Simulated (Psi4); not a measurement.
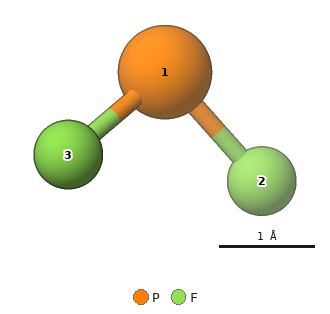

The starting structure (ball-and-stick view, seen at a tilt; atoms are numbered from 1 in the order of the input). Bond lengths as drawn: F–P 1.57 Å.

PF$_{2}$: geometry relaxation (part 1 of 3)

- system: PF$_{2}$, multiplicity 2
- method: HF/def2-SVP, UHF (Psi4 1.11)

## The input (f2p.inp)
```
memory 1.6 GB

molecule system {
  0 2
  P
  F 1 r2
  F 1 r3 2 a3

  r2 = 1.571637
  r3 = 1.571572
  a3 = 97.55137
  symmetry c1
}

set basis def2-SVP
set reference uhf
set geom_maxiter 50

optimize("scf")
```

Run on 1 thread of Intel Xeon (Sapphire Rapids), 32 GiB of memory available, shared host.

Launched with:
```bash
psi4 -n 1 f2p.inp f2p.out
```

## Output
```
Psi4 1.11 release

gradient() will perform analytic gradient computation.

   => Loading Basis Set <=

    Name: DEF2-SVP
    Role: ORBITAL
    Keyword: BASIS

         ---------------------------------------------------------
                                   SCF
                              UHF Reference
                        1 Threads,   1525 MiB Core
         ---------------------------------------------------------

  ==> Geometry <==

    Molecular point group: c1
    Full point group: Cs

    Geometry (in Angstrom), charge = 0, multiplicity = 2:

       Center              X                  Y                   Z               Mass
    ------------   -----------------  -----------------  -----------------  -----------------
         P            0.429145638951     0.376028324521     0.000000000000    30.973761998420
         F            0.429145638951    -1.195608675479     0.000000000000    18.998403162730
         F           -1.128796802770     0.582556529538     0.000000000000    18.998403162730

  Running in c1 symmetry.

  Rotational constants: A =      0.92098  B =      0.31752  C =      0.23612 [cm^-1]
  Rotational constants: A =  27610.29956  B =   9519.00648  C =   7078.57616 [MHz]
  Nuclear repulsion =  109.042886047860307

  Charge       = 0
  Multiplicity = 2
  Electrons    = 33
  Nalpha       = 17
  Nbeta        = 16

  ==> Algorithm <==

  SCF Algorithm Type is DF.
  DIIS enabled.
  MOM disabled.
  Fractional occupation disabled.
  Guess Type is SAD.
  Energy threshold   = 1.00e-08
  Density threshold  = 1.00e-08
  Integral threshold = 1.00e-12

  ==> Primary Basis <==

  Basis Set: DEF2-SVP
    Blend: DEF2-SVP
    Number of shells: 20
    Number of basis functions: 46
    Number of Cartesian functions: 49
    Spherical Harmonics?: true
    Max angular momentum: 2

   => Loading Basis Set <=

    Name: (DEF2-SVP AUX)
    Role: JKFIT
    Keyword: DF_BASIS_SCF

  ==> Integral Setup <==

  DFHelper Memory: AOs need 0.005 GiB; user supplied 1.118 GiB.
  SCF_SUBTYPE=INCORE selected. In-core MEM_DF algorithm will be used.
  Using in-core AOs.

  ==> MemDFJK: Density-Fitted J/K Matrices <==

    J tasked:                   Yes
    K tasked:                   Yes
    wK tasked:                   No
    Memory [MiB]:              1144
    Algorithm:                 Core
    Schwarz Cutoff:           1E-12
    Mask sparsity (%):       0.2836
    Fitting Condition:        1E-10

   => Auxiliary Basis Set <=

  Basis Set: (DEF2-SVP AUX)
    Blend: DEF2-UNIVERSAL-JKFIT
    Number of shells: 88
    Number of basis functions: 282
    Number of Cartesian functions: 341
    Spherical Harmonics?: true
    Max angular momentum: 4

  Minimum eigenvalue in the overlap matrix is 3.9835951909E-02.
  Reciprocal condition number of the overlap matrix is 1.2533368076E-02.
    Using symmetric orthogonalization.

  ==> Pre-Iterations <==

  SCF Guess: Superposition of Atomic Densities via on-the-fly atomic UHF (no occupation information).

   -------------------------
    Irrep   Nso     Nmo
   -------------------------
     A         46      46
   -------------------------
    Total      46      46
   -------------------------

  ==> Iterations <==

                           Total Energy        Delta E     RMS |[F,P]|

   @DF-UHF iter SAD:  -538.74633675212272   -5.38746e+02   0.00000e+00
   @DF-UHF iter   1:  -539.31346903458427   -5.67132e-01   7.40440e-03 ADIIS/DIIS
   @DF-UHF iter   2:  -539.35143064146814   -3.79616e-02   3.98888e-03 ADIIS/DIIS
   @DF-UHF iter   3:  -539.36280814229201   -1.13775e-02   7.58410e-04 ADIIS/DIIS
   @DF-UHF iter   4:  -539.36376543444112   -9.57292e-04   2.34110e-04 ADIIS/DIIS
   @DF-UHF iter   5:  -539.36396965201504   -2.04218e-04   9.64113e-05 DIIS
   @DF-UHF iter   6:  -539.36401766912786   -4.80171e-05   2.61228e-05 DIIS
   @DF-UHF iter   7:  -539.36402078390040   -3.11477e-06   8.30531e-06 DIIS
   @DF-UHF iter   8:  -539.36402103432533   -2.50425e-07   2.82706e-06 DIIS
   @DF-UHF iter   9:  -539.36402106089906   -2.65737e-08   7.76093e-07 DIIS
   @DF-UHF iter  10:  -539.36402106267872   -1.77965e-09   2.28840e-07 DIIS
   @DF-UHF iter  11:  -539.36402106276955   -9.08358e-11   1.12137e-07 DIIS
   @DF-UHF iter  12:  -539.36402106279229   -2.27374e-11   2.85743e-08 DIIS
   @DF-UHF iter  13:  -539.36402106279365   -1.36424e-12   5.05610e-09 DIIS
  Energy and wave function converged.

  ==> Post-Iterations <==

   @Spin Contamination Metric:   2.147410294E-02
   @S^2 Expected:                7.500000000E-01
   @S^2 Observed:                7.714741029E-01
   @S   Expected:                5.000000000E-01
   @S   Observed:                5.000000000E-01

    Orbital Energies [Eh]
    ---------------------

    Alpha Occupied:

       1A    -80.046166     2A    -26.316714     3A    -26.316673
       4A     -7.606789     5A     -5.513776     6A     -5.502573
       7A     -5.499084     8A     -1.637687     9A     -1.597516
      10A     -0.894465    11A     -0.757560    12A     -0.747800
      13A     -0.735127    14A     -0.702963    15A     -0.658027
      16A     -0.542090    17A     -0.362624

    Alpha Virtual:

      18A      0.142241    19A      0.199350    20A      0.372133
      21A      0.652407    22A      0.712410    23A      0.731102
      24A      0.733417    25A      0.750151    26A      0.821620
      27A      0.887592    28A      1.109074    29A      1.438141
      30A      1.496563    31A      1.498240    32A      1.527407
      33A      1.539173    34A      1.624235    35A      1.898908
      36A      1.991539    37A      3.391186    38A      3.406646
      39A      3.409286    40A      3.414538    41A      3.417840
      42A      3.485706    43A      3.509631    44A      3.616960
      45A      3.858815    46A      4.007114

    Beta Occupied:

       1A    -80.038807     2A    -26.311984     3A    -26.311948
       4A     -7.597884     5A     -5.498519     6A     -5.497372
       7A     -5.479590     8A     -1.624876     9A     -1.585991
      10A     -0.858731    11A     -0.750568    12A     -0.729937
      13A     -0.701022    14A     -0.663836    15A     -0.655890
      16A     -0.490247

    Beta Virtual:

      17A      0.068920    18A      0.156734    19A      0.244413
      20A      0.394473    21A      0.719006    22A      0.729859
      23A      0.740933    24A      0.806592    25A      0.827621
      26A      0.827731    27A      0.952059    28A      1.114918
      29A      1.440097    30A      1.501233    31A      1.514337
      32A      1.532587    33A      1.557592    34A      1.626500
      35A      1.901522    36A      1.996717    37A      3.392097
      38A      3.413847    39A      3.416840    40A      3.422133
      41A      3.425115    42A      3.496146    43A      3.521232
      44A      3.618559    45A      3.865281    46A      4.012702

    Final Occupation by Irrep:
              A
    DOCC [    16 ]
    SOCC [     1 ]
    NA   [    17 ]
    NB   [    16 ]

  @DF-UHF Final Energy:  -539.36402106279365

   => Energetics <=

    Nuclear Repulsion Energy =            109.0428860478603070
    One-Electron Energy =                -966.5789800949265782
    Two-Electron Energy =                 318.1720729842726314
    Total Energy =                       -539.3640210627936540

  UHF NO Occupations:
  HONO-2 :   15  A 1.9997242
  HONO-1 :   16  A 1.9897020
  HONO-0 :   17  A 1.0000000
  LUNO+0 :   18  A 0.0102980
  LUNO+1 :   19  A 0.0002758
  LUNO+2 :   20  A 0.0001477
  LUNO+3 :   21  A 0.0000347

Computation Completed

Properties will be evaluated at   0.000000,   0.000000,   0.000000 [a0]

Properties computed using the SCF density matrix

 Multipole Moments:

 ------------------------------------------------------------------------------------
     Multipole            Electronic (a.u.)      Nuclear  (a.u.)        Total (a.u.)
 ------------------------------------------------------------------------------------

 L = 1.  Multiply by 2.5417464519 to convert [e a0] to [Debye]
 Dipole X            :          0.2084588            0.2651741            0.4736330
 Dipole Y            :          0.1828070            0.2323523            0.4151593
 Dipole Z            :         -0.0000000            0.0000000           -0.0000000
 Magnitude           :                                                    0.6298297

 ------------------------------------------------------------------------------------

	total time  =          1 seconds =       0.02 minutes

         ------------------------------------------------------------
                                   SCF GRAD
         ------------------------------------------------------------

  ==> Geometry <==

    Molecular point group: c1
    Full point group: Cs

    Geometry (in Angstrom), charge = 0, multiplicity = 2:

       Center              X                  Y                   Z               Mass
    ------------   -----------------  -----------------  -----------------  -----------------
         P            0.429145638951     0.376028324521     0.000000000000    30.973761998420
         F            0.429145638951    -1.195608675479     0.000000000000    18.998403162730
         F           -1.128796802770     0.582556529538     0.000000000000    18.998403162730

  Nuclear repulsion =  109.042886047860307

  ==> Basis Set <==

  Basis Set: DEF2-SVP
    Blend: DEF2-SVP
    Number of shells: 20
    Number of basis functions: 46
    Number of Cartesian functions: 49
    Spherical Harmonics?: true
    Max angular momentum: 2

  ==> DFJKGrad: Density-Fitted SCF Gradients <==

    Gradient:                    1
    J tasked:                  Yes
    K tasked:                  Yes
    wK tasked:                  No
    Integrals threads:           1
    Memory [MiB]:             1144
    Schwarz Cutoff:          1E-12
    Fitting Condition:       1E-10

   => Auxiliary Basis Set <=

  Basis Set: (DEF2-SVP AUX)
    Blend: DEF2-UNIVERSAL-JKFIT
    Number of shells: 88
    Number of basis functions: 282
    Number of Cartesian functions: 341
    Spherical Harmonics?: true
    Max angular momentum: 4

  -Total Gradient:
     Atom            X                  Y                   Z
    ------   -----------------  -----------------  -----------------
       1       -0.012442800995    -0.010853951037     0.000000000000
       2       -0.001393644891     0.014094070978    -0.000000000000
       3        0.013836445887    -0.003240119943    -0.000000000000

	total time  =          0 seconds =       0.00 minutes

    			-----------------------------------------

    			 OPTKING 3.0: for geometry optimizations

    			        with contributions from

    			-----------------------------------------

	                            ===> Fragment 1 <==

	 Z (Atomic Numbers)          Masses                          Geom
	      15.000000            30.973762          0.81096773  0.71059055  0.00000000
	       9.000000            18.998403          0.81096773 -2.25937295  0.00000000
	       9.000000            18.998403         -2.13311681  1.10087229  0.00000000

	 - Coordinate -           - BOHR/RAD -       - ANG/DEG -
	 R(1,2)           =         2.969963           1.571637
	 R(1,3)           =         2.969841           1.571572
	 B(2,1,3)         =         1.702593          97.551370

	        --- Internal Coordinate Step in ANG or DEG, aJ/ANG or AJ/DEG ---
	-------------------------------------------------------------------------------
	           Coordinate      Previous         Force          Change          New
	           ----------      --------        ------          ------        ------
	               R(1,2)       1.57164        0.11612        0.01304       1.58468
	               R(1,3)       1.57157        0.11651        0.01308       1.58465
	             B(2,1,3)      97.55137        0.00031        0.94571      98.49708
	-------------------------------------------------------------------------------

	                                 ==> Convergence Check <==

	Measures of convergence in internal coordinates in au.

	Criteria marked as inactive (o), active & met (*), and active & unmet ( ).

	----------------------------------------------------------------------------------------------~
	   Step    Total Energy     Delta E     Max Force     RMS Force      Max Disp      RMS Disp   ~
	----------------------------------------------------------------------------------------------~
	  Convergence Criteria     1.00e-06 *    3.00e-04 *             o    1.20e-03 *             o~
	----------------------------------------------------------------------------------------------~
	     1    -539.36402106   -5.39e+02      1.41e-02      1.18e-02 o    2.47e-02      2.23e-02 o  ~
	----------------------------------------------------------------------------------------------

Next Geometry in Ang
	Fragment 1 (Ang)

	    P   0.4285210899   0.3754616179   0.0000000000
	    F   0.4415890904  -1.2091615678   0.0000000000
	    F  -1.1406157052   0.5966761284   0.0000000000

    Structure for next step:
    Molecular point group: c1
    Full point group: Cs

    Geometry (in Angstrom), charge = 0, multiplicity = 2:

    P
    F             1          r2
    F             1          r3      2          a3

    a3        =   98.4970812984
    r2        =    1.5846770691
    r3        =    1.5846533190

gradient() will perform analytic gradient computation.

  ==> Geometry <==

    Molecular point group: c1
    Full point group: Cs

    Geometry (in Angstrom), charge = 0, multiplicity = 2:
```
